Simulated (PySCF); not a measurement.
NMR shielding calculation, with input and output: C3H7FOSi

- system: C3H7FOSi
- method: GIAO PBE0/pcSseg-1 NMR shielding, non-relativistic, gas phase (PySCF 2.14.0)

The geometry comes from this level: GFN2-xTB, NEB image 3 of 0 to 8. It belongs to a series of runs on one base structure; here: NEB image 3 of 0 to 8. Figures and captions count atoms from 1; the log counts them from 0 in places.

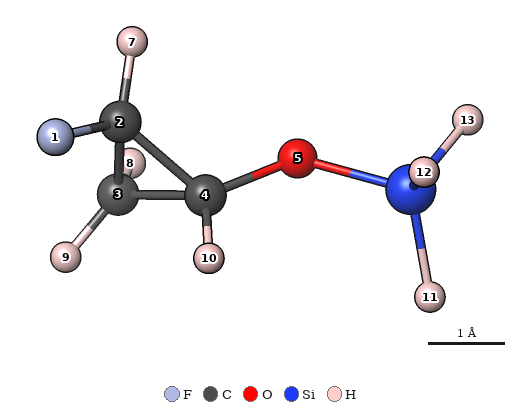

Figure 1. The input geometry (ball-and-stick view, seen at a tilt; atoms are numbered from 1 in the order of the input).

Summary:

- outcome: converged
- total energy: −582.579613 hartree
- HOMO: −7.40 eV
- LUMO: 0.21 eV
- dipole moment: 1.29 D
- isotropic shielding, F: 407.7 ppm
- isotropic shielding, C: 110.2 to 168.9 ppm
- isotropic shielding, O: 325.2 ppm
- isotropic shielding, Si: 384.5 ppm
- isotropic shielding, H: 26.7 to 30.8 ppm
- hardware: 1 CPU thread, shared host
- wall time: 12 s
- peak memory: 0.78 GiB

Input:
```
{"job": {"kind": "nmr", "xc": "PBE0", "basis": "pcSseg-1", "pop": false}, "charge": 0, "multiplicity": 1}
F     -2.040300     1.808800    -0.562100
C     -1.370400     0.646500    -0.809300
C     -1.697500    -0.560300     0.016200
C     -0.394500     0.166300     0.217500
O      0.765800    -0.421800    -0.220900
Si     2.280200    -0.261500     0.348100
H     -1.151400     0.546300    -1.863900
H     -1.679800    -1.514800    -0.484500
H     -2.443500    -0.466300     0.788500
H     -0.301300     0.763700     1.117300
H      2.346700    -0.700600     1.745200
H      2.732200     1.130800     0.286400
H      2.949500    -1.136700    -0.596300
```

The first line tells a small driver script what to run in PySCF; the rest is the geometry in Å.

Launch command:
```bash
OMP_NUM_THREADS=1 python <driver script> task.json out
```

The program's output:
```
coarse grid: 11400 points
cycle   1  E = -582.4335182069  dE =  8.640e-01  |g| = 7.402e-01  |ddm| = 3.184e+00
cycle   2  E = -582.3166935229  dE =  1.168e-01  |g| = 1.108e+00  |ddm| = 1.451e+00
cycle   3  E = -582.5258773689  dE = -2.092e-01  |g| = 9.308e-02  |ddm| = 9.996e-01
cycle   4  E = -582.5272307921  dE = -1.353e-03  |g| = 4.406e-02  |ddm| = 1.063e-01
cycle   5  E = -582.5275808577  dE = -3.501e-04  |g| = 7.777e-03  |ddm| = 3.712e-02
cycle   6  E = -582.5275887234  dE = -7.866e-06  |g| = 3.423e-03  |ddm| = 7.900e-03
cycle   7  E = -582.5275911104  dE = -2.387e-06  |g| = 3.518e-04  |ddm| = 2.797e-03
final grid: 105968 points
cycle   8  E = -582.5795960965  dE = -2.822e-05  |g| = 9.564e-03  |ddm| = 2.387e-02
cycle   9  E = -582.5795772736  dE =  1.882e-05  |g| = 1.421e-02  |ddm| = 1.610e-02
cycle  10  E = -582.5796131131  dE = -3.584e-05  |g| = 8.344e-04  |ddm| = 9.563e-03
cycle  11  E = -582.5796132520  dE = -1.390e-07  |g| = 2.316e-04  |ddm| = 9.491e-04
cycle  12  E = -582.5796132621  dE = -1.009e-08  |g| = 8.832e-05  |ddm| = 2.663e-04
cycle  13  E = -582.5796132633  dE = -1.128e-09  |g| = 2.189e-05  |ddm| = 7.438e-05
cycle  14  E = -582.5796132633  dE = -7.662e-11  |g| = 3.236e-06  |ddm| = 2.121e-05
```

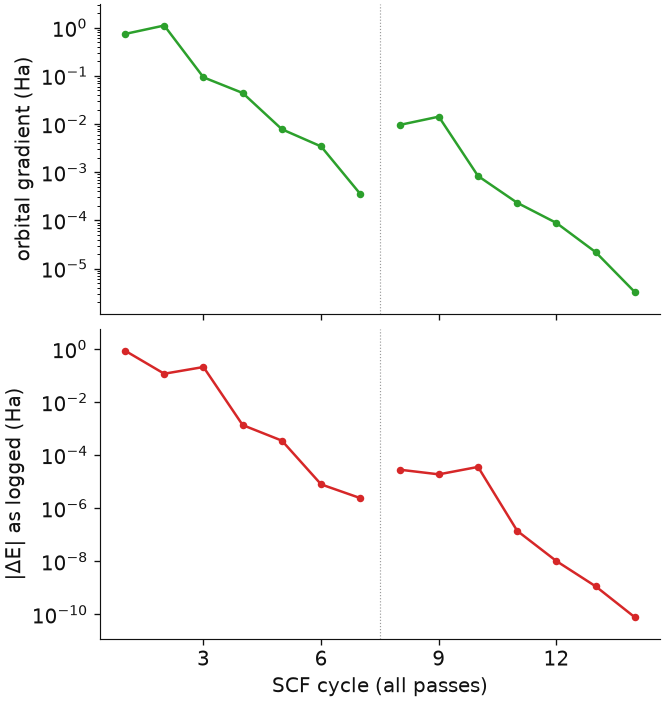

Figure 2. Convergence of the self-consistent field: orbital gradient and size of the energy change against the SCF cycle. The dotted line marks the change from a coarse to the final integration grid. The first 7 cycles use a coarse grid, the final grid takes over at cycle 8, and the field converges after 14 cycles in all.

```
converged SCF energy = -582.5796132633

GIAO shielding tensors (ppm)
atom      isotropic    diamagn.    paramagn.     s11        s22        s33       span
  0 F      407.686     469.134     -61.448    372.197    403.561    447.300     75.103
  1 C      110.151     248.476    -138.325     56.255     79.069    195.131    138.876
  2 C      168.949     254.800     -85.851    145.546    154.586    206.715     61.169
  3 C      131.755     242.350    -110.595     90.064    104.125    201.078    111.014
  4 O      325.217     397.319     -72.102    283.149    331.414    361.087     77.938
  5 Si     384.510     879.945    -495.434    341.123    344.538    467.869    126.746
  6 H       27.096      30.478      -3.382     22.534     27.676     31.078      8.544
  7 H       30.777      30.647       0.131     26.218     27.657     38.457     12.239
  8 H       30.554      30.220       0.334     25.706     27.246     38.710     13.004
  9 H       28.301      30.594      -2.293     22.373     29.000     33.531     11.158
 10 H       26.682      29.241      -2.559     23.199     25.168     31.678      8.479
 11 H       26.680      29.359      -2.680     23.238     25.277     31.523      8.285
 12 H       26.927      29.450      -2.523     23.156     25.142     32.484      9.328
```

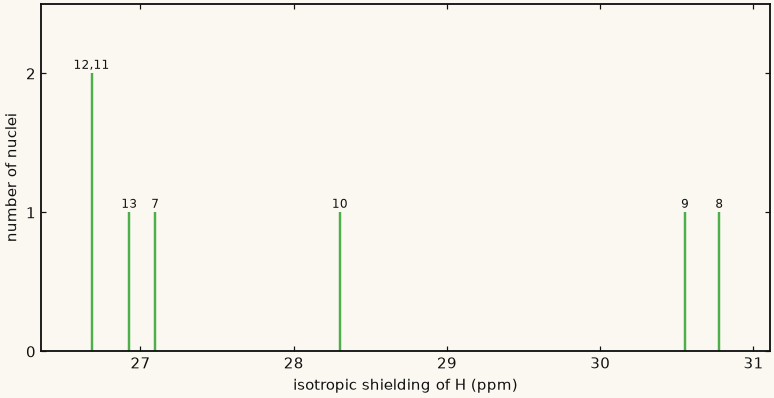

Figure 3. Isotropic shieldings of the hydrogen nuclei in this fixed geometry, labelled by atom number; shielding grows to the right, so chemical shift grows to the left. The least shielded is H12 (26.7 ppm), the most shielded H8 (30.8 ppm).
